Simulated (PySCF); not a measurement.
**[Bi(NCS)2]+: other functionals and bases at one geometry**

Aim: see how levels, charges and forces of [Bi(NCS)2]+ depend on the level of theory. It is a constructed species; whether it can be made isn't addressed.

Computed with PySCF 2.14.0. Level: several levels, as the steps say, no spin–orbit coupling.

1 further run of the same task is left out (for a known fault of the program).

**1. Where the work starts**

7 atoms, charge 1, spin multiplicity 1.

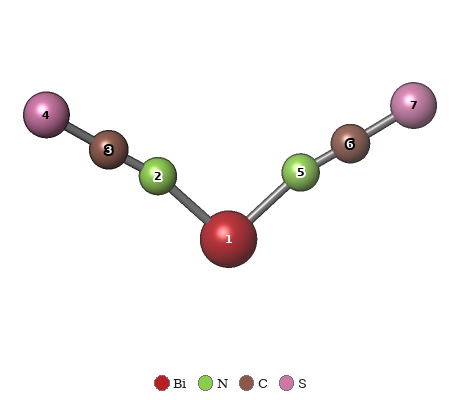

The structure; bismuth red, nitrogen green, carbon brown, sulfur pink; atoms are numbered from 1 in the order of the file.

As a file:

```csv
atom,x (Å),y (Å),z (Å)
Bi1,0.0000,0.0000,-1.1018
N2,1.5289,0.0000,0.2906
C3,2.5887,0.0000,0.8818
S4,3.9325,0.0000,1.6648
N5,-1.5289,0.0000,0.2906
C6,-2.5887,0.0000,0.8818
S7,-3.9325,0.0000,1.6648
```

Formal oxidation states: Bi +3. An earlier session relaxed this geometry at PBE0, Bi def2-SVP with ECP60, N def2-SVP, C def2-SVP, S def2-SVP (singlet, point group C2v).

At PBE0 on the finer grid: E = -1195.570887 Eh, HOMO -11.66 eV, LUMO -9.10 eV, Mulliken charge on Bi1 +1.31 e, largest force component 0.018 eV/Å. 

Levels to run: BP86; r2SCAN; PBE0, TZVP. Hardware: 2 threads of Arm Neoverse V1, shared host.

**2. BP86**

The input, run.py (the lines that set the calculation):

```python
mol = gto.M(atom='''
Bi     0.00000     0.00000    -1.10178
N      1.52889     0.00000     0.29056
C      2.58870     0.00000     0.88175
S      3.93255     0.00000     1.66480
N     -1.52889     0.00000     0.29056
C     -2.58870     0.00000     0.88175
S     -3.93255     0.00000     1.66480''',
    basis={'Bi': 'def2-SVP', 'N': 'def2-SVP', 'C': 'def2-SVP', 'S': 'def2-SVP'},
    ecp={'Bi': 'def2-SVP'},
    charge=1, spin=0)
mf = dft.RKS(mol, xc='B88,P86')
mf.grids.atom_grid = (75, 302)
mf = mf.density_fit()  # fitting sets: Bi def2-universal-JKFIT, N def2-universal-JKFIT, C def2-universal-JKFIT, S def2-universal-JKFIT
mf.conv_tol = 1e-08; mf.max_cycle = 55
mf.kernel(dm0)  # dm0: the density of the relaxed state
```

Started as:

```
$ OMP_NUM_THREADS=2 python run.py
```

Standard output:

```text
init E= -1196.31861172448
  HOMO = -0.395557022101743  LUMO = -0.35666545220242  gap/eV = 1.05829
cycle= 1 E= -1196.31301009566  delta_E= 0.0056  |g|= 0.154  |ddm|= 0.492
  HOMO = -0.41375894932151  LUMO = -0.324983900411446  gap/eV = 2.41569
cycle= 2 E= -1196.21528303054  delta_E= 0.0977  |g|= 0.471  |ddm|= 1.04
  HOMO = -0.398869571616436  LUMO = -0.348980593811373  gap/eV = 1.35755
cycle= 3 E= -1196.3209936775  delta_E= -0.106  |g|= 0.113  |ddm|= 0.79
  HOMO = -0.39687209344475  LUMO = -0.348805963877007  gap/eV = 1.30795
cycle= 4 E= -1196.32426833839  delta_E= -0.00327  |g|= 0.0227  |ddm|= 0.117
  HOMO = -0.397626954151007  LUMO = -0.350610431156937  gap/eV = 1.27938
cycle= 5 E= -1196.3244168204  delta_E= -0.000148  |g|= 0.00508  |ddm|= 0.0355
  HOMO = -0.397699161022159  LUMO = -0.350519085056441  gap/eV = 1.28384
cycle= 6 E= -1196.32442654508  delta_E= -9.72e-06  |g|= 0.00153  |ddm|= 0.00648
  HOMO = -0.397701405386529  LUMO = -0.350412312050998  gap/eV = 1.28680
cycle= 7 E= -1196.32442800202  delta_E= -1.46e-06  |g|= 0.000619  |ddm|= 0.0034
  HOMO = -0.397689873268085  LUMO = -0.350430714212635  gap/eV = 1.28599
cycle= 8 E= -1196.32442810019  delta_E= -9.82e-08  |g|= 0.000194  |ddm|= 0.000944
  HOMO = -0.39770128234135  LUMO = -0.350430207284037  gap/eV = 1.28631
cycle= 9 E= -1196.32442811689  delta_E= -1.67e-08  |g|= 1.11e-05  |ddm|= 0.000315
  HOMO = -0.397700596170777  LUMO = -0.350429368390616  gap/eV = 1.28632
cycle= 10 E= -1196.32442811692  delta_E= -2.59e-11  |g|= 4.65e-06  |ddm|= 1.95e-05
  HOMO = -0.397700898913558  LUMO = -0.350428663899323  gap/eV = 1.28634
Extra cycle  E= -1196.32442811673  delta_E= 1.84e-10  |g|= 2.17e-05  |ddm|= 3.58e-05
converged SCF energy = -1196.32442811673
```

It took 15 s on 2 threads of Arm Neoverse V1, shared host.

Read off: E = -1196.324428 Eh, HOMO -10.82 eV, LUMO -9.54 eV, Mulliken charge on Bi1 +1.15 e, largest force component 0.913 eV/Å. 

**3. r2SCAN**

run.py (the lines that set the calculation): that of step 2 with these lines changed.

```diff
@@ -11,3 +11,3 @@
     charge=1, spin=0)
-mf = dft.RKS(mol, xc='B88,P86')
+mf = dft.RKS(mol, xc='R2SCAN')
 mf.grids.atom_grid = (75, 302)
```

Started as:

```
$ OMP_NUM_THREADS=2 python run.py
```

Standard output:

```text
init E= -1196.01958542273
  HOMO = -0.401946592511665  LUMO = -0.353318024288307  gap/eV = 1.32325
cycle= 1 E= -1196.0184571783  delta_E= 0.00113  |g|= 0.0756  |ddm|= 0.267
  HOMO = -0.413711598014031  LUMO = -0.339858717290866  gap/eV = 2.00964
cycle= 2 E= -1195.99052814035  delta_E= 0.0279  |g|= 0.25  |ddm|= 0.556
  HOMO = -0.406352135748334  LUMO = -0.351015293831736  gap/eV = 1.50579
cycle= 3 E= -1196.02075940856  delta_E= -0.0302  |g|= 0.0465  |ddm|= 0.414
  HOMO = -0.404938605588524  LUMO = -0.350949920436602  gap/eV = 1.46911
cycle= 4 E= -1196.02136975433  delta_E= -0.00061  |g|= 0.00432  |ddm|= 0.0488
  HOMO = -0.404795061088295  LUMO = -0.351062979533418  gap/eV = 1.46212
cycle= 5 E= -1196.02137450949  delta_E= -4.76e-06  |g|= 0.0013  |ddm|= 0.00789
  HOMO = -0.404855953108246  LUMO = -0.351124216212803  gap/eV = 1.46212
cycle= 6 E= -1196.02137472677  delta_E= -2.17e-07  |g|= 0.000927  |ddm|= 0.00155
  HOMO = -0.404874975206524  LUMO = -0.351105864594807  gap/eV = 1.46313
cycle= 7 E= -1196.02137504708  delta_E= -3.2e-07  |g|= 0.000248  |ddm|= 0.00107
  HOMO = -0.40487730443155  LUMO = -0.35109106681224  gap/eV = 1.46360
cycle= 8 E= -1196.02137507796  delta_E= -3.09e-08  |g|= 1.81e-05  |ddm|= 0.000468
  HOMO = -0.404878766149807  LUMO = -0.351092856567406  gap/eV = 1.46359
cycle= 9 E= -1196.02137507807  delta_E= -1.05e-10  |g|= 2.95e-06  |ddm|= 2.61e-05
  HOMO = -0.404878873480712  LUMO = -0.351092396453982  gap/eV = 1.46360
Extra cycle  E= -1196.02137507805  delta_E= 1.73e-11  |g|= 6.87e-06  |ddm|= 1.58e-05
converged SCF energy = -1196.02137507805
```

Run time: 12 s. Hardware: 2 threads of Arm Neoverse V1, shared host.

It gives: E = -1196.021375 Eh, HOMO -11.02 eV, LUMO -9.55 eV, Mulliken charge on Bi1 +1.27 e, largest force component 0.458 eV/Å. 

**4. PBE0, TZVP**

Basis: Bi def2-TZVP with ECP60, N def2-TZVP, C def2-TZVP, S def2-TZVP. 

run.py (the lines that set the calculation): that of step 3 with these lines changed.

```diff
@@ -8,6 +8,6 @@
 S     -3.93255     0.00000     1.66480''',
-    basis={'Bi': 'def2-SVP', 'N': 'def2-SVP', 'C': 'def2-SVP', 'S': 'def2-SVP'},
-    ecp={'Bi': 'def2-SVP'},
+    basis={'Bi': 'def2-TZVP', 'N': 'def2-TZVP', 'C': 'def2-TZVP', 'S': 'def2-TZVP'},
+    ecp={'Bi': 'def2-TZVP'},
     charge=1, spin=0)
-mf = dft.RKS(mol, xc='R2SCAN')
+mf = dft.RKS(mol, xc='PBE0')
 mf.grids.atom_grid = (75, 302)
@@ -15,2 +15,2 @@
 mf.conv_tol = 1e-08; mf.max_cycle = 55
-mf.kernel(dm0)  # dm0: the density of the relaxed state
+mf.kernel(dm0)  # dm0: free metal ions and neutral atoms
```

Started as:

```
$ OMP_NUM_THREADS=2 python run.py
```

Standard output:

```text
init E= -1196.97989271913
  HOMO = -0.438793195717131  LUMO = -0.384029758142421  gap/eV = 1.49019
cycle= 1 E= -1195.89188474788  delta_E= 1.09  |g|= 0.846  |ddm|=  2.9
  HOMO = -0.369414134979858  LUMO = -0.278333723601932  gap/eV = 2.47842
cycle= 2 E= -1194.60334586841  delta_E= 1.29  |g|= 2.38  |ddm|= 2.03
  HOMO = -0.418520026492802  LUMO = -0.3330935257803  gap/eV = 2.32457
cycle= 3 E= -1196.0680813197  delta_E= -1.46  |g|= 0.0902  |ddm|= 1.52
  HOMO = -0.433944114363135  LUMO = -0.32896225863206  gap/eV = 2.85670
cycle= 4 E= -1196.06621233176  delta_E= 0.00187  |g|= 0.109  |ddm|= 0.235
  HOMO = -0.427117619281806  LUMO = -0.334660275165049  gap/eV = 2.51589
cycle= 5 E= -1196.07045868849  delta_E= -0.00425  |g|= 0.0192  |ddm|= 0.16
  HOMO = -0.42750317896722  LUMO = -0.333231075134861  gap/eV = 2.56527
cycle= 6 E= -1196.07053834297  delta_E= -7.97e-05  |g|= 0.00657  |ddm|= 0.026
  HOMO = -0.4273358356958  LUMO = -0.333392690115389  gap/eV = 2.55632
cycle= 7 E= -1196.0705512193  delta_E= -1.29e-05  |g|= 0.00295  |ddm|= 0.00713
  HOMO = -0.427323365750323  LUMO = -0.333386141244532  gap/eV = 2.55616
cycle= 8 E= -1196.07055333229  delta_E= -2.11e-06  |g|= 0.00066  |ddm|= 0.00231
  HOMO = -0.427357852599113  LUMO = -0.333390860059836  gap/eV = 2.55697
cycle= 9 E= -1196.07055344168  delta_E= -1.09e-07  |g|= 0.000131  |ddm|= 0.000606
  HOMO = -0.427349505176098  LUMO = -0.333379451412853  gap/eV = 2.55706
cycle= 10 E= -1196.07055344621  delta_E= -4.54e-09  |g|= 1.97e-05  |ddm|= 0.000181
  HOMO = -0.427348384668564  LUMO = -0.333381746568691  gap/eV = 2.55696
Extra cycle  E= -1196.07055344619  delta_E= 2.77e-11  |g|= 2.82e-05  |ddm|= 6.64e-05
converged SCF energy = -1196.07055344619
```

Wall time 40 s (2 threads of Arm Neoverse V1, shared host).

It gives: E = -1196.070553 Eh, HOMO -11.63 eV, LUMO -9.07 eV, Mulliken charge on Bi1 +1.21 e, largest force component 0.892 eV/Å. 

**5. Results**

| level | state | HOMO (eV) | gap (eV) | charge on Bi1 (e) | dipole (D) | largest force (eV/Å) | basis functions | time |
| --- | --- | --- | --- | --- | --- | --- | --- | --- |
| PBE0 (relaxed here) | singlet | -11.66 | 2.56 | 1.31 | 2.06 | 0.02 | 118 | 49 s |
| BP86 | singlet | -10.82 | 1.29 | 1.15 | 1.21 | 0.91 | 118 | 15 s |
| r2SCAN | singlet | -11.02 | 1.46 | 1.27 | 1.65 | 0.46 | 118 | 12 s |
| PBE0, TZVP | singlet | -11.63 | 2.56 | 1.21 | 1.86 | 0.89 | 248 | 40 s |

Times are on 2 threads of Arm Neoverse V1, shared host; the first row also made further properties. The dipole of a charged species depends on the origin, so these sizes hold for this origin alone.

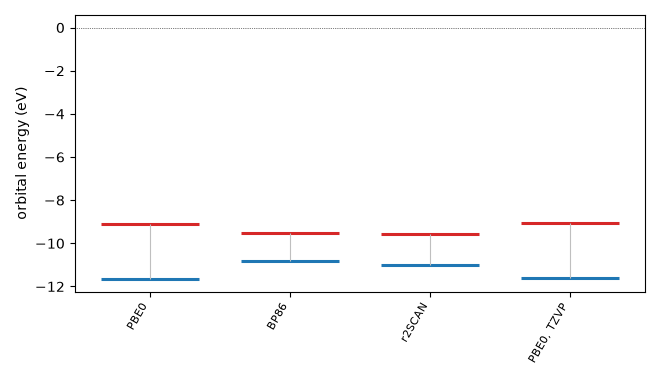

Highest filled and lowest empty level, method by method.

In one basis the HOMO–LUMO gap runs from 1.29 eV (BP86) to 2.56 eV (PBE0). The largest leftover force, 0.91 eV/Å with BP86, stands at a geometry relaxed at another level. The Mulliken charge on Bi spans +1.15 to +1.31 e over the levels. Total energies of different levels can't be compared. Spin–orbit coupling is left out throughout.
